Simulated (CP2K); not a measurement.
Consider fluoroacetylene at its PBE geometry (Å).

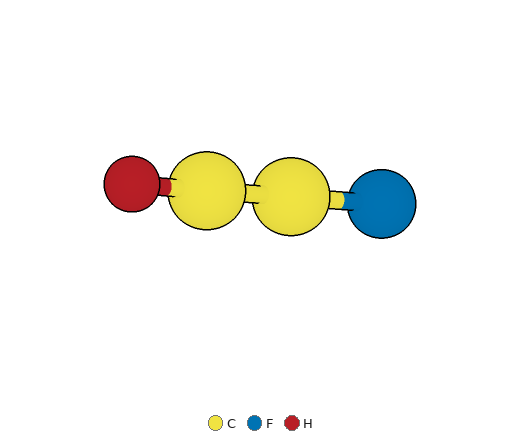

The molecule (carbon yellow, fluorine blue, hydrogen red).

```xyz
4

C    -0.6322    0.0159    0.1843
C     0.5239   -0.0139   -0.1555
F     1.7615   -0.0537   -0.5250
H    -1.6532    0.0518    0.4962
```

Method: CP2K XAS_TDP, all-electron GAPW, PBEh(45%), aug-cc-pVTZ, TDA, GW2X-corrected core level, no relativity.

Predict the bright core excitations at the C K edge.

Leading lines: C1 287.10 eV and C2 289.07 eV. The leading line of an atom is its first one with 35 % of the strongest within 2.5 eV of its lowest line over the strength cut. Core ionisation energies at this level: C1 290.99 and C2 293.35 eV.

The first six lines of each atom with a strength over 0.0015:

```
                  atom  energy (eV)  states  strength, one atom  above the computed threshold
C1 (bonded to C and H)       287.10       2              0.0935                              
                             289.27       1              0.0172                              
                             290.37       2              0.0147                              
                             291.26       1              0.0018                           yes
                             291.78       2              0.0054                           yes
                             292.06       1              0.0106                           yes
C2 (bonded to C and F)       289.07       2              0.1280                              
                             289.52       1              0.0190                              
                             292.27       1              0.0029                              
                             293.40       1              0.0024                           yes
                             294.17       2              0.0044                           yes
                             294.76       1              0.0040                           yes
```

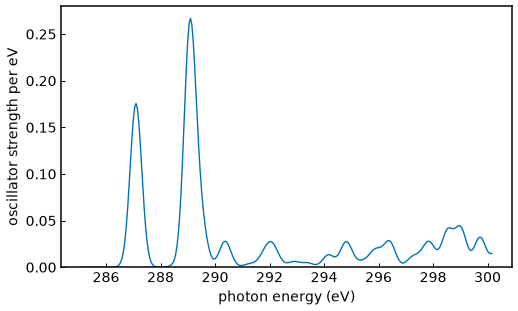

All atoms added, broadened by 0.5 eV.

Lines are vertical, at one geometry, with no vibrational structure. GW2X ionisation energies and lines can be off by 1 to 2 eV either way, and a good line position may hide errors that cancel. These values hold no scalar relativity, about 0.1 eV for C 1s. Rydberg lines, and the discretised continuum above threshold, depend on the basis and the box.

[Banner, clock and machine lines of the logs are left out without a mark of their own.]

[Logs are printed without paths, hosts, clocks, repeated set-up lines and the standing remarks that a program may print on its own settings, such as how far it seeks lower states.]

[Hosts, paths, dates, database ids (printed as entryN), source tags and the programs' standing remarks are cut or masked in the printed files.]
